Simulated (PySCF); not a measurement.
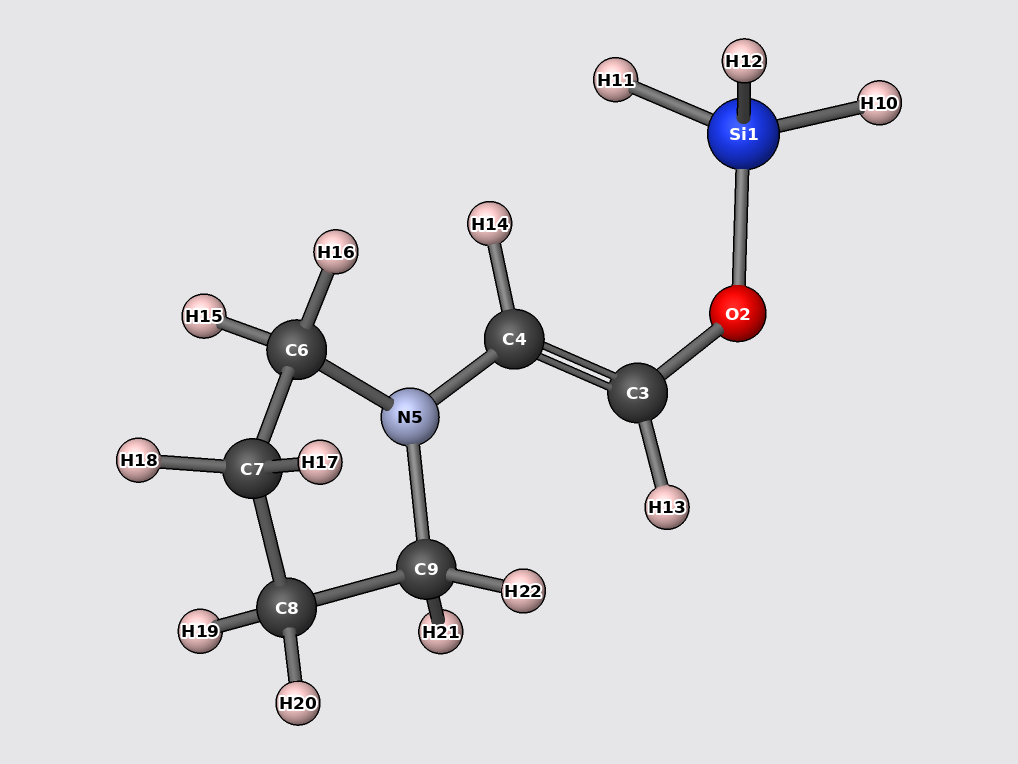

The questions are on isotropic NMR shieldings of the H atoms. The geometry was computed by an optimisation with PBE0-D3(BJ)/def2-SVP. No frequency run is at hand to confirm it as a minimum. Method: GIAO PBE0/pcSseg-1 NMR shielding, non-relativistic, IEF-PCM dichloromethane (PySCF 2.14.0).

List the isotropic NMR shieldings of the H atoms.

```json
{"atom": "H10", "σ (ppm)": "26.51"}
{"atom": "H11", "σ (ppm)": "26.35"}
{"atom": "H12", "σ (ppm)": "26.44"}
{"atom": "H13", "σ (ppm)": "25.42"}
{"atom": "H14", "σ (ppm)": "25.11"}
{"atom": "H15", "σ (ppm)": "27.94"}
{"atom": "H16", "σ (ppm)": "28.21"}
{"atom": "H17", "σ (ppm)": "29.55"}
{"atom": "H18", "σ (ppm)": "29.47"}
{"atom": "H19", "σ (ppm)": "29.40"}
{"atom": "H20", "σ (ppm)": "29.33"}
{"atom": "H21", "σ (ppm)": "28.56"}
{"atom": "H22", "σ (ppm)": "28.77"}
```
